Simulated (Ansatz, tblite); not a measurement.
# The cluster AsS₃: one state, many levels, part 1 of 2

Aim: run the doublet of the cluster AsS₃ at one geometry on many levels, and compare frontier levels, spin and run time.

The runs use Ansatz 0.2.0, Gaussian basis; as each input shows.

Plan: GFN1-xTB, GFN2-xTB, PBE-D4/def2-TZVP, r2SCAN-D4/def2-TZVP, revPBE-D4/def2-TZVP, HSE06-D4/def2-TZVP, PBE-QIDH/def2-TZVP, CAM-B3LYP-D4/def2-TZVP, B2PLYP/def2-TZVP, PBE-D4/def2-SVP, PBE0-D4/def2-SVP, HF/STO-3G, HF/6-31G, B3LYP-D4/6-31G, PBE0-D4/def2-TZVPD, PBE-D4/def2-TZVPD, r2SCAN-D4/def2-TZVPD, CCSD(T)/def2-TZVP, RPA/def2-TZVP.

### 1 The geometry

The doublet was relaxed beforehand with B3LYP-D4/def2-SVP. At that level it is the lowest of the isomers that a small search found.

4 atoms, charge 0, spin multiplicity 2.

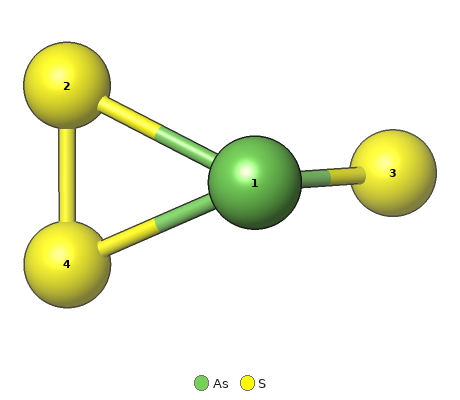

The structure; arsenic green, sulfur yellow; atoms are numbered from 1 in the order of the file.

PBE0-D4/def2-TZVP was run before; its log isn't repeated, and its numbers join the tables.

### 2 GFN1-xTB

Tight binding, by tblite at 300 K electronic temperature and without a spin-polarisation term:

```python
tblite.interface.Calculator('GFN1-xTB', numbers, positions, charge=0, uhf=1).singlepoint()
```

Energy -366.2536 eV; 0.005 s.

### 3 GFN2-xTB

Tight binding, by tblite at 300 K electronic temperature and without a spin-polarisation term:

```python
tblite.interface.Calculator('GFN2-xTB', numbers, positions, charge=0, uhf=1).singlepoint()
```

Energy -330.6184 eV; 0.005 s.

### 4 PBE-D4/def2-TZVP

start.molden holds the orbitals of an earlier run on this state, given as this run's starting guess.

The input, in.yaml:

```yaml
crystal:
  periodic: [false, false, false]
  atoms:
    - {symbol: As, position_ang: [-0.996444, -0.131461, -0.441688]}
    - {symbol: S, position_ang: [0.668795, 1.511097, 0.630755]}
    - {symbol: S, position_ang: [-1.147331, -1.820218, 0.679507]}
    - {symbol: S, position_ang: [1.474980, 0.440582, -0.868574]}
basis:
  gaussian: {orbitals: def2-TZVP, initial_orbitals: start.molden}
magnetization: {spin_polarized: true, initial_magnetization: 1}
hamiltonian: {xc: pbe, dispersion: d4}
scf: {omitted_lower_state_checks: [starts]}
output: {forces: true, orbitals: {seedname: orbitals}}
```

Started as:

```
$ ansatz run in.yaml --threads 4 --pin off --events-out ev --progress --plain --max-ram 3916MiB
```

What it wrote:

```text
Functional definition: PBE
  name "PBE"
  cite "Perdew, Burke & Ernzerhof, Phys. Rev. Lett. 77, 3865 (1996) doi:10.1103/PhysRevLett.77.3865"
  parent pbe
  parameter kappa = 0.804
  parameter beta = 0.06672455060314922
  exchange = pbe_x(kappa = kappa, mu = beta*pi^2/3)
  correlation = pbe_c(beta = beta)
these checks for a lower state are left out or cut short: starts
1156 factors; their error is unknown
mean field evaluation 1: about -93326.4665 eV, gradient 1.0e1 eV
mean field evaluation 2: about -93326.5981 eV, gradient 2.0e-1 eV
mean field evaluation 4: about -93326.5831 eV, gradient 6.8e-2 eV
mean field evaluation 8: about -93326.5831 eV, gradient 1.8e-5 eV
mean field -93326.58306629 eV, -3429.6886686561 hartree, gradient 1.8e-5 eV, S^2 0.754708; 0 other end points of the search recorded, 0 dependent functions left out
the calculation of the forces begins
reference -93326.58309640 eV, -3429.6886697625 hartree; 41, 40 occupied and 118, 119 virtual orbitals, 1156 factors
Total energy: -93326.79005563 eV, -3429.6962753740 hartree
Atom 0 at    -0.996444    -0.131461    -0.441688 Å, force     0.367042     0.400114    -0.089439 eV/Å
Atom 1 at     0.668795     1.511097     0.630755 Å, force     0.010697    -0.372705    -0.388946 eV/Å
Atom 2 at    -1.147331    -1.820218     0.679507 Å, force     0.007117    -0.180673     0.133799 eV/Å
Atom 3 at     1.474980     0.440582    -0.868574 Å, force    -0.384856     0.153264     0.344586 eV/Å
Dipole moment:    -0.008151     0.280841    -0.204600 e Å
Checks for a lower state left out: starts
```

Wall time 2.6 s (4 threads of Arm Neoverse V1, shared host).

From the report: HOMO -6.03 eV, LUMO -5.13 eV (over both spins); ⟨S²⟩ 0.755 (pure: 0.75).

### 5 r2SCAN-D4/def2-TZVP

in.yaml: that of step 4 with these lines changed.

```diff
@@ -10,4 +10,4 @@
 magnetization: {spin_polarized: true, initial_magnetization: 1}
-hamiltonian: {xc: pbe, dispersion: d4}
+hamiltonian: {xc: r2scan, dispersion: d4}
 scf: {omitted_lower_state_checks: [starts]}
-output: {forces: true, orbitals: {seedname: orbitals}}
+output: {orbitals: {seedname: orbitals}}
```

Launched as before.

What it wrote:

```text
Functional definition: r2SCAN
  name "r2SCAN"
  cite "Furness, Kaplan, Ning, Perdew & Sun, J. Phys. Chem. Lett. 11, 8208 (2020) doi:10.1021/acs.jpclett.0c02405"
  cite "Furness, Kaplan, Ning, Perdew & Sun, J. Phys. Chem. Lett. 11, 9248 (2020) doi:10.1021/acs.jpclett.0c03077"
  parent r2scan
  parameter k0 = 0.174
  parameter k1 = 0.065
  parameter a1 = 4.9479
  exchange = r2scan_x(k0 = k0, k1 = k1, a1 = a1)
  correlation = r2scan_c
these checks for a lower state are left out or cut short: starts
1156 factors; their error is unknown
mean field evaluation 1: about -93346.7226 eV, gradient 7.7e0 eV
mean field evaluation 2: about -93346.7830 eV, gradient 1.1e-1 eV
mean field evaluation 4: about -93346.7621 eV, gradient 1.6e-3 eV
mean field -93346.76204997 eV, -3430.4302326286 hartree, gradient 3.2e-5 eV, S^2 0.760861; 0 other end points of the search recorded, 0 dependent functions left out
reference -93346.76206024 eV, -3430.4302330059 hartree; 41, 40 occupied and 118, 119 virtual orbitals, 1156 factors
Total energy: -93346.80510307 eV, -3430.4318148009 hartree
Checks for a lower state left out: starts
```

Run time: 6.5 s. Hardware: 4 threads of Arm Neoverse V1, shared host.

HOMO -6.26 eV, LUMO -5.05 eV (over both spins); ⟨S²⟩ 0.761 (pure: 0.75).

### 6 revPBE-D4/def2-TZVP

in.yaml: that of step 5 with these lines changed.

```diff
@@ -10,3 +10,3 @@
 magnetization: {spin_polarized: true, initial_magnetization: 1}
-hamiltonian: {xc: r2scan, dispersion: d4}
+hamiltonian: {xc: {name: revPBE}, dispersion: d4}
 scf: {omitted_lower_state_checks: [starts]}
```

The command is unchanged.

What it wrote:

```text
Functional definition: revPBE
  name "revPBE"
  cite "Zhang & Yang, Phys. Rev. Lett. 80, 890 (1998) doi:10.1103/PhysRevLett.80.890"
  cite "Perdew, Burke & Ernzerhof, Phys. Rev. Lett. 77, 3865 (1996) doi:10.1103/PhysRevLett.77.3865"
  parameter kappa = 1.245
  parameter beta = 0.06672455060314922
  exchange = pbe_x(kappa = kappa, mu = beta*pi^2/3)
  correlation = pbe_c(beta = beta)
these checks for a lower state are left out or cut short: starts
1156 factors; their error is unknown
mean field evaluation 1: about -93338.6301 eV, gradient 8.9e0 eV
mean field evaluation 2: about -93338.7258 eV, gradient 1.6e-1 eV
mean field evaluation 4: about -93338.7100 eV, gradient 5.7e-3 eV
mean field -93338.70999648 eV, -3430.1343251205 hartree, gradient 1.7e-5 eV, S^2 0.755019; 0 other end points of the search recorded, 0 dependent functions left out
reference -93338.71003424 eV, -3430.1343265083 hartree; 41, 40 occupied and 118, 119 virtual orbitals, 1156 factors
Total energy: -93339.19458849 eV, -3430.1521335485 hartree
Checks for a lower state left out: starts
```

Wall time 2.3 s (4 threads of Arm Neoverse V1, shared host).

From the report: HOMO -5.98 eV, LUMO -5.06 eV (over both spins); ⟨S²⟩ 0.755 (pure: 0.75).

### 7 HSE06-D4/def2-TZVP

in.yaml: that of step 6 with these lines changed.

```diff
@@ -10,3 +10,3 @@
 magnetization: {spin_polarized: true, initial_magnetization: 1}
-hamiltonian: {xc: {name: revPBE}, dispersion: d4}
+hamiltonian: {xc: hse06, dispersion: d4}
 scf: {omitted_lower_state_checks: [starts]}
```

Same command.

What it wrote, shortened:

```text
Functional definition: HSE06
  name "HSE06"
  cite "Heyd, Scuseria & Ernzerhof, J. Chem. Phys. 118, 8207 (2003) doi:10.1063/1.1564060"
  cite "Krukau, Vydrov, Izmaylov & Scuseria, J. Chem. Phys. 125, 224106 (2006) doi:10.1063/1.2404663"
  cite "Heyd & Scuseria, J. Chem. Phys. 120, 7274 (2004) doi:10.1063/1.1668634"
  cite "Ernzerhof & Perdew, J. Chem. Phys. 109, 3313 (1998) doi:10.1063/1.476928"
  cite "Perdew, Burke & Ernzerhof, Phys. Rev. Lett. 77, 3865 (1996) doi:10.1103/PhysRevLett.77.3865"
  parent pbe
[...]
  # The whole range is PBE's own exchange, as in plane waves. The composition of these papers is wPBEh.
[...]
1236 factors; their error is unknown
65 factors; integrals over basis functions are off by at most 7.8e-7 eV
[...]
mean field -93329.80669742 eV, -3429.8071349152 hartree, gradient 2.0e-5 eV, S^2 0.759487; 0 other end points of the search recorded, 0 dependent functions left out
reference -93329.80672760 eV, -3429.8071360240 hartree; 41, 40 occupied and 118, 119 virtual orbitals, 1236 factors
Total energy: -93329.97590361 eV, -3429.8133531281 hartree
Checks for a lower state left out: starts
```

Run time: 4.8 s. Hardware: 4 threads of Arm Neoverse V1, shared host; peak memory 0.65 GiB.

From the report: HOMO -6.63 eV, LUMO -4.65 eV (over both spins); ⟨S²⟩ 0.759 (pure: 0.75).

### 8 PBE-QIDH/def2-TZVP

in.yaml: that of step 7 with these lines changed.

```diff
@@ -10,4 +10,3 @@
 magnetization: {spin_polarized: true, initial_magnetization: 1}
-hamiltonian: {xc: hse06, dispersion: d4}
+hamiltonian: {xc: {name: PBE-QIDH}}
 scf: {omitted_lower_state_checks: [starts]}
-output: {orbitals: {seedname: orbitals}}
```

Launched as before.

What it wrote, shortened:

```text
Functional definition: PBE-QIDH
  name "PBE-QIDH"
  cite "Brémond, Sancho-García, Pérez-Jiménez & Adamo, J. Chem. Phys. 141, 031101 (2014) doi:10.1063/1.4890314"
  cite "Perdew, Burke & Ernzerhof, Phys. Rev. Lett. 77, 3865 (1996) doi:10.1103/PhysRevLett.77.3865"
[...]
985 factors; integrals over basis functions are off by at most 4.4e-4 eV
[...]
mean field -93306.12068081 eV, -3428.9366898596 hartree, gradient 2.8e-6 eV, S^2 0.777548; 0 other end points of the search recorded, 0 dependent functions left out
24 core orbitals not correlated: weight in the atoms' cores, before any rotation towards them, 1.000 or more for the frozen orbitals, at most 0.000 for the correlated occupied ones
reference -93306.12068999 eV, -3428.9366901971 hartree; 17, 16 occupied and 118, 119 virtual orbitals, 985 factors
second order -23.97137641 eV of doubles, -0.00000000 eV of singles
Total energy: -93314.11114880 eV, -3429.2303341420 hartree
Checks for a lower state left out: starts
```

It took 7.5 s on 4 threads of Arm Neoverse V1, shared host.

⟨S²⟩ 0.778 (pure: 0.75).

### 9 CAM-B3LYP-D4/def2-TZVP

in.yaml: that of step 8 with these lines changed.

```diff
@@ -10,3 +10,4 @@
 magnetization: {spin_polarized: true, initial_magnetization: 1}
-hamiltonian: {xc: {name: PBE-QIDH}}
+hamiltonian: {xc: {name: CAM-B3LYP}, dispersion: d4}
 scf: {omitted_lower_state_checks: [starts]}
+output: {orbitals: {seedname: orbitals}}
```

Same command.

What it wrote, shortened:

```text
Functional definition: CAM-B3LYP
  name "CAM-B3LYP"
  cite "Yanai, Tew & Handy, Chem. Phys. Lett. 393, 51 (2004) doi:10.1016/j.cplett.2004.06.011"
  cite "Iikura, Tsuneda, Yanai & Hirao, J. Chem. Phys. 115, 3540 (2001) doi:10.1063/1.1383587"
  cite "Becke, Phys. Rev. A 38, 3098 (1988) doi:10.1103/PhysRevA.38.3098"
  cite "Lee, Yang & Parr, Phys. Rev. B 37, 785 (1988) doi:10.1103/PhysRevB.37.785"
  cite "Vosko, Wilk & Nusair, Can. J. Phys. 58, 1200 (1980) doi:10.1139/p80-159"
[...]
  # Exact exchange under (alpha + beta erf(omega r))/r, Becke's under what is left of 1/r.
[...]
1222 factors; their error is unknown
206 factors; integrals over basis functions are off by at most 3.4e-5 eV
[...]
mean field -93352.72047269 eV, -3430.6492006247 hartree, gradient 1.4e-5 eV, S^2 0.761039; 0 other end points of the search recorded, 0 dependent functions left out
reference -93352.72057853 eV, -3430.6492045143 hartree; 41, 40 occupied and 118, 119 virtual orbitals, 1222 factors
Total energy: -93352.90731949 eV, -3430.6560671180 hartree
Checks for a lower state left out: starts
```

Run time: 5.5 s. Hardware: 4 threads of Arm Neoverse V1, shared host; peak memory 0.69 GiB.

From the report: HOMO -8.08 eV, LUMO -3.11 eV (over both spins); ⟨S²⟩ 0.761 (pure: 0.75).

### 10 B2PLYP/def2-TZVP

in.yaml: that of step 9 with these lines changed.

```diff
@@ -10,4 +10,3 @@
 magnetization: {spin_polarized: true, initial_magnetization: 1}
-hamiltonian: {xc: {name: CAM-B3LYP}, dispersion: d4}
+hamiltonian: {xc: {name: B2PLYP}}
 scf: {omitted_lower_state_checks: [starts]}
-output: {orbitals: {seedname: orbitals}}
```

Same command.

What it wrote, shortened:

```text
Functional definition: B2PLYP
  name "B2PLYP"
  cite "Grimme, J. Chem. Phys. 124, 034108 (2006) doi:10.1063/1.2148954"
  cite "Becke, Phys. Rev. A 38, 3098 (1988) doi:10.1103/PhysRevA.38.3098"
  cite "Lee, Yang & Parr, Phys. Rev. B 37, 785 (1988) doi:10.1103/PhysRevB.37.785"
[...]
985 factors; integrals over basis functions are off by at most 4.4e-4 eV
[...]
mean field -93321.47573879 eV, -3429.5009778323 hartree, gradient 2.6e-6 eV, S^2 0.769034; 0 other end points of the search recorded, 0 dependent functions left out
24 core orbitals not correlated: weight in the atoms' cores, before any rotation towards them, 1.000 or more for the frozen orbitals, at most 0.000 for the correlated occupied ones
reference -93321.47587715 eV, -3429.5009829168 hartree; 17, 16 occupied and 118, 119 virtual orbitals, 985 factors
second order -26.28947720 eV of doubles, -0.00000000 eV of singles
Total energy: -93328.57403599 eV, -3429.7618354431 hartree
Checks for a lower state left out: starts
```

Run time: 6.5 s. Hardware: 4 threads of Arm Neoverse V1, shared host.

From the report: ⟨S²⟩ 0.769 (pure: 0.75).

### 11 PBE-D4/def2-SVP

in.yaml: that of step 10 with these lines changed.

```diff
@@ -8,5 +8,6 @@
 basis:
-  gaussian: {orbitals: def2-TZVP, initial_orbitals: start.molden}
+  gaussian: {orbitals: def2-SVP, initial_orbitals: start.molden}
 magnetization: {spin_polarized: true, initial_magnetization: 1}
-hamiltonian: {xc: {name: B2PLYP}}
+hamiltonian: {xc: pbe, dispersion: d4}
 scf: {omitted_lower_state_checks: [starts]}
+output: {orbitals: {seedname: orbitals}}
```

The command is unchanged.

What it wrote:

```text
Functional definition: PBE
  name "PBE"
  cite "Perdew, Burke & Ernzerhof, Phys. Rev. Lett. 77, 3865 (1996) doi:10.1103/PhysRevLett.77.3865"
  parent pbe
  parameter kappa = 0.804
  parameter beta = 0.06672455060314922
  exchange = pbe_x(kappa = kappa, mu = beta*pi^2/3)
  correlation = pbe_c(beta = beta)
these checks for a lower state are left out or cut short: starts
978 factors; their error is unknown
mean field evaluation 1: about -93307.4186 eV, gradient 7.5e0 eV
mean field evaluation 2: about -93307.6475 eV, gradient 2.4e-1 eV
mean field evaluation 4: about -93307.5573 eV, gradient 3.9e-2 eV
mean field -93307.55728948 eV, -3428.9894842546 hartree, gradient 1.1e-5 eV, S^2 0.753539; 0 other end points of the search recorded, 0 dependent functions left out
reference -93307.55731059 eV, -3428.9894850304 hartree; 41, 40 occupied and 45, 46 virtual orbitals, 978 factors
Total energy: -93307.76426983 eV, -3428.9970906419 hartree
Checks for a lower state left out: starts
```

Run time: 1.1 s. Hardware: 4 threads of Arm Neoverse V1, shared host.

From the report: HOMO -5.94 eV, LUMO -5.05 eV (over both spins); ⟨S²⟩ 0.754 (pure: 0.75).

### 12 PBE0-D4/def2-SVP

in.yaml: that of step 11 with these lines changed.

```diff
@@ -10,3 +10,3 @@
 magnetization: {spin_polarized: true, initial_magnetization: 1}
-hamiltonian: {xc: pbe, dispersion: d4}
+hamiltonian: {xc: pbe0, dispersion: d4}
 scf: {omitted_lower_state_checks: [starts]}
```

The command is unchanged.

What it wrote:

```text
Functional definition: PBE0
  name "PBE0"
  cite "Adamo & Barone, J. Chem. Phys. 110, 6158 (1999) doi:10.1063/1.478522"
  cite "Perdew, Burke & Ernzerhof, Phys. Rev. Lett. 77, 3865 (1996) doi:10.1103/PhysRevLett.77.3865"
  parent pbe
  parameter a = 0.25
  parameter kappa = 0.804
  parameter beta = 0.06672455060314922
  exchange = (1 - a)*pbe_x(kappa = kappa, mu = beta*pi^2/3) + a*exact_x
  correlation = pbe_c(beta = beta)
these checks for a lower state are left out or cut short: starts
790 factors; integrals over basis functions are off by at most 7.8e-4 eV
mean field evaluation 1: about -93311.2191 eV, gradient 4.6e0 eV
mean field evaluation 2: about -93311.3346 eV, gradient 9.4e-2 eV
mean field evaluation 4: about -93311.3498 eV, gradient 5.8e-4 eV
mean field -93311.34975858 eV, -3429.1288549232 hartree, gradient 1.2e-5 eV, S^2 0.756965; 0 other end points of the search recorded, 0 dependent functions left out
reference -93311.34977443 eV, -3429.1288555058 hartree; 41, 40 occupied and 45, 46 virtual orbitals, 790 factors
Total energy: -93311.52687514 eV, -3429.1353638367 hartree
Checks for a lower state left out: starts
```

It took 1.7 s on 4 threads of Arm Neoverse V1, shared host.

Report: HOMO -6.98 eV, LUMO -4.24 eV (over both spins); ⟨S²⟩ 0.757 (pure: 0.75).

### 13 HF/STO-3G

in.yaml: that of step 12 with these lines changed.

```diff
@@ -8,5 +8,5 @@
 basis:
-  gaussian: {orbitals: def2-SVP, initial_orbitals: start.molden}
+  gaussian: {orbitals: STO-3G}
 magnetization: {spin_polarized: true, initial_magnetization: 1}
-hamiltonian: {xc: pbe0, dispersion: d4}
+hamiltonian: {xc: hf}
 scf: {omitted_lower_state_checks: [starts]}
```

Same command.

What it wrote:

```text
Functional definition: HF
  name "HF"
  cite "Fock, Z. Phys. 61, 126 (1930) doi:10.1007/BF01340294"
  parent pbe
  exchange = exact_x
  correlation = 0
these checks for a lower state are left out or cut short: starts
468 factors; integrals over basis functions are off by at most 1.4e-5 eV
mean field evaluation 1: about -92209.9914 eV, gradient 1.4e1 eV
mean field evaluation 2: about -92210.0442 eV, gradient 1.4e1 eV
mean field evaluation 4: about -92212.2330 eV, gradient 1.1e0 eV
mean field evaluation 8: about -92212.2871 eV, gradient 4.6e-1 eV
mean field evaluation 16: about -92212.6890 eV, gradient 3.9e-3 eV
mean field -92212.68865252 eV, -3388.7538039749 hartree, gradient 2.4e-5 eV, S^2 1.491616; 0 other end points of the search recorded, 0 dependent functions left out
reference -92212.68865252 eV, -3388.7538039749 hartree; 41, 40 occupied and 4, 5 virtual orbitals, 468 factors
Total energy: -92212.68865252 eV, -3388.7538039749 hartree
Checks for a lower state left out: starts
```

Run time: 0.4 s. Hardware: 4 threads of Arm Neoverse V1, shared host.

Report: HOMO -4.91 eV, LUMO 4.51 eV (over both spins); ⟨S²⟩ 1.492 (pure: 0.75). Doubts: spin contamination.

### 14 HF/6-31G

in.yaml: that of step 13 with these lines changed.

```diff
@@ -8,3 +8,3 @@
 basis:
-  gaussian: {orbitals: STO-3G}
+  gaussian: {orbitals: 6-31G}
 magnetization: {spin_polarized: true, initial_magnetization: 1}
```

Launched as before.

What it wrote:

```text
Functional definition: HF
  name "HF"
  cite "Fock, Z. Phys. 61, 126 (1930) doi:10.1007/BF01340294"
  parent pbe
  exchange = exact_x
  correlation = 0
these checks for a lower state are left out or cut short: starts
682 factors; integrals over basis functions are off by at most 1.6e-4 eV
mean field evaluation 1: about -93230.6587 eV, gradient 1.6e1 eV
mean field evaluation 2: about -93230.7784 eV, gradient 1.6e1 eV
mean field evaluation 4: about -93232.9161 eV, gradient 1.4e0 eV
mean field evaluation 8: about -93232.9630 eV, gradient 2.3e-1 eV
mean field evaluation 16: about -93232.9772 eV, gradient 6.8e-5 eV
mean field -93232.97717491 eV, -3426.2487155963 hartree, gradient 1.6e-5 eV, S^2 0.838591; 0 other end points of the search recorded, 0 dependent functions left out
reference -93232.97717491 eV, -3426.2487155963 hartree; 41, 40 occupied and 27, 28 virtual orbitals, 682 factors
Total energy: -93232.97717491 eV, -3426.2487155963 hartree
Checks for a lower state left out: starts
```

Wall time 0.85 s (4 threads of Arm Neoverse V1, shared host).

Report: HOMO -9.47 eV, LUMO -1.31 eV (over both spins); ⟨S²⟩ 0.839 (pure: 0.75).

### 15 B3LYP-D4/6-31G

in.yaml: that of step 14 with these lines changed.

```diff
@@ -10,3 +10,3 @@
 magnetization: {spin_polarized: true, initial_magnetization: 1}
-hamiltonian: {xc: hf}
+hamiltonian: {xc: {name: B3LYP}, dispersion: d4}
 scf: {omitted_lower_state_checks: [starts]}
```

Launched as before.

What it wrote, shortened:

```text
Functional definition: B3LYP
  name "B3LYP"
  cite "Stephens, Devlin, Chabalowski & Frisch, J. Phys. Chem. 98, 11623 (1994) doi:10.1021/j100096a001"
  cite "Becke, Phys. Rev. A 38, 3098 (1988) doi:10.1103/PhysRevA.38.3098"
  cite "Lee, Yang & Parr, Phys. Rev. B 37, 785 (1988) doi:10.1103/PhysRevB.37.785"
  cite "Vosko, Wilk & Nusair, Can. J. Phys. 58, 1200 (1980) doi:10.1139/p80-159"
[...]
682 factors; integrals over basis functions are off by at most 1.6e-4 eV
[...]
mean field -93336.31193781 eV, -3430.0461980901 hartree, gradient 4.1e-5 eV, S^2 0.755986; 0 other end points of the search recorded, 0 dependent functions left out
reference -93336.31217744 eV, -3430.0462068962 hartree; 41, 40 occupied and 27, 28 virtual orbitals, 682 factors
Total energy: -93336.65754412 eV, -3430.0588988876 hartree
Checks for a lower state left out: starts
```

It took 1.4 s on 4 threads of Arm Neoverse V1, shared host.

HOMO -7.06 eV, LUMO -4.86 eV (over both spins); ⟨S²⟩ 0.756 (pure: 0.75).

### 16 PBE0-D4/def2-TZVPD

in.yaml: that of step 15 with these lines changed.

```diff
@@ -8,5 +8,5 @@
 basis:
-  gaussian: {orbitals: 6-31G}
+  gaussian: {orbitals: def2-TZVPD, initial_orbitals: start.molden}
 magnetization: {spin_polarized: true, initial_magnetization: 1}
-hamiltonian: {xc: {name: B3LYP}, dispersion: d4}
+hamiltonian: {xc: pbe0, dispersion: d4}
 scf: {omitted_lower_state_checks: [starts]}
```

Same command.

What it wrote:

```text
Functional definition: PBE0
  name "PBE0"
  cite "Adamo & Barone, J. Chem. Phys. 110, 6158 (1999) doi:10.1063/1.478522"
  cite "Perdew, Burke & Ernzerhof, Phys. Rev. Lett. 77, 3865 (1996) doi:10.1103/PhysRevLett.77.3865"
  parent pbe
  parameter a = 0.25
  parameter kappa = 0.804
  parameter beta = 0.06672455060314922
  exchange = (1 - a)*pbe_x(kappa = kappa, mu = beta*pi^2/3) + a*exact_x
  correlation = pbe_c(beta = beta)
these checks for a lower state are left out or cut short: starts
1382 factors; their error is unknown
mean field evaluation 1: about -93329.9942 eV, gradient 6.6e0 eV
mean field evaluation 2: about -93330.0628 eV, gradient 1.5e-1 eV
mean field evaluation 4: about -93330.3798 eV, gradient 7.7e-4 eV
mean field -93330.37982590 eV, -3429.8281969984 hartree, gradient 1.8e-5 eV, S^2 0.759978; 0 other end points of the search recorded, 0 dependent functions left out
reference -93330.37987736 eV, -3429.8281988894 hartree; 41, 40 occupied and 151, 152 virtual orbitals, 1382 factors
Total energy: -93330.55697807 eV, -3429.8347072202 hartree
Checks for a lower state left out: starts
```

Run time: 6.5 s. Hardware: 4 threads of Arm Neoverse V1, shared host; peak memory 0.84 GiB.

HOMO -7.06 eV, LUMO -4.31 eV (over both spins); ⟨S²⟩ 0.760 (pure: 0.75).

(Continued in part 2 of 2.)
